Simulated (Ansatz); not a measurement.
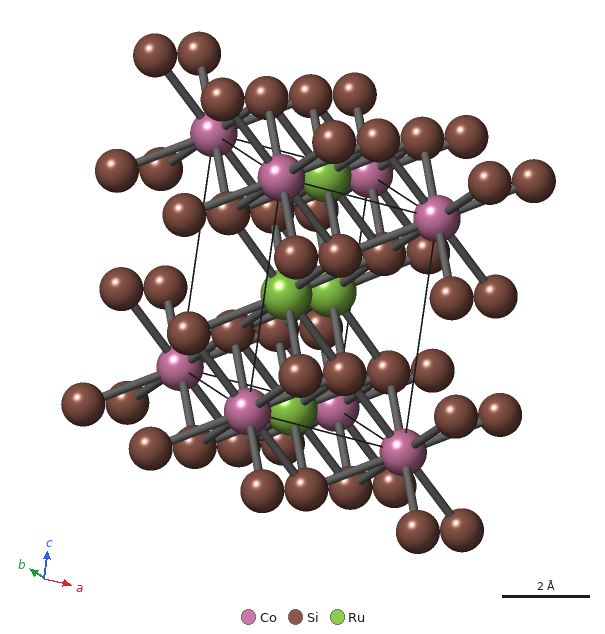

Shown here is a ball-and-stick view of the crystal, taken slightly off an axis. The cell (the run's own, in a reduced setting) is drawn as a box. Some atoms of the next cells are drawn as well.

```yaml
crystal:
  lattice:
    - [0.00000, -4.12820, 0.00000]
    - [4.12820, 0.00000, 0.00000]
    - [-2.06410, 2.06410, 5.78321]
  atoms:
    - { symbol: Co, position: [0.00000, 0.00000, 0.00000] }
    - { symbol: Si, position: [0.12252, 0.62252, 0.24503] }
    - { symbol: Si, position: [0.62252, 0.12252, 0.24503] }
    - { symbol: Si, position: [0.87748, 0.37748, 0.75497] }
    - { symbol: Si, position: [0.37748, 0.87748, 0.75497] }
    - { symbol: Ru, position: [0.50000, 0.50000, 0.00000] }
    - { symbol: Ru, position: [0.75094, 0.75094, 0.50188] }
    - { symbol: Ru, position: [0.24906, 0.24906, 0.49812] }
```

The numbers come from DFT PBE, scalar-relativistic, plane waves, PAW (Ansatz 0.2.0), using wavefunction cutoff 420 eV, k-points about 0.18 Å⁻¹ apart, Gaussian smearing of 0.1 eV, collinear spins. The state is ferromagnetic.

Give the Bader charge of each element.

Co -0.16 e; Si +0.60 e; Ru -0.87 to -0.69 e.

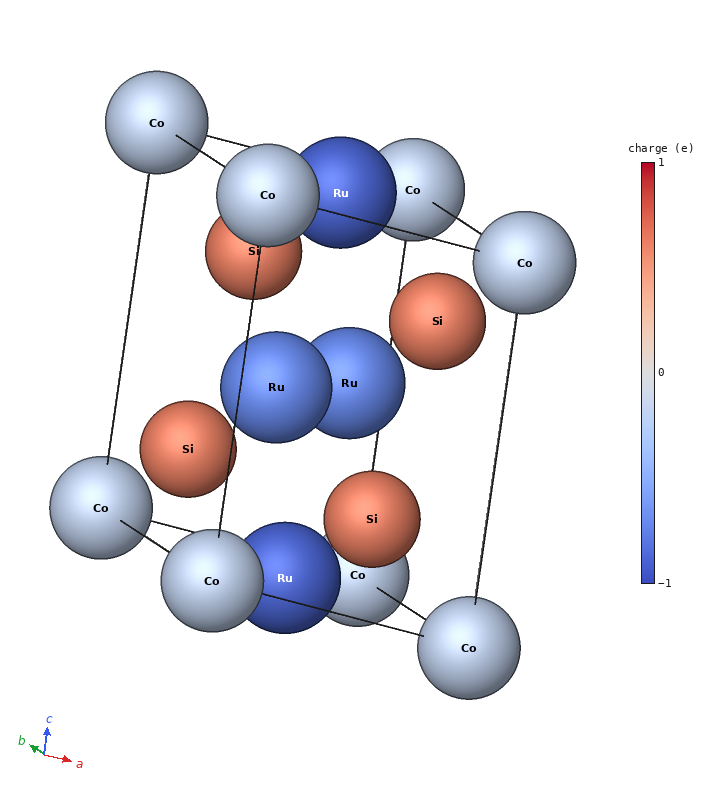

The atoms coloured by those charges.

It goes back to a structure type filled with these elements by a generator (whether the compound takes this form wasn't checked). Earlier steps of the study, as a rule a relaxation of our own, may have changed the cell and positions, so they can lie some per cent off the listed ones. A calculation with Ansatz used it as input.
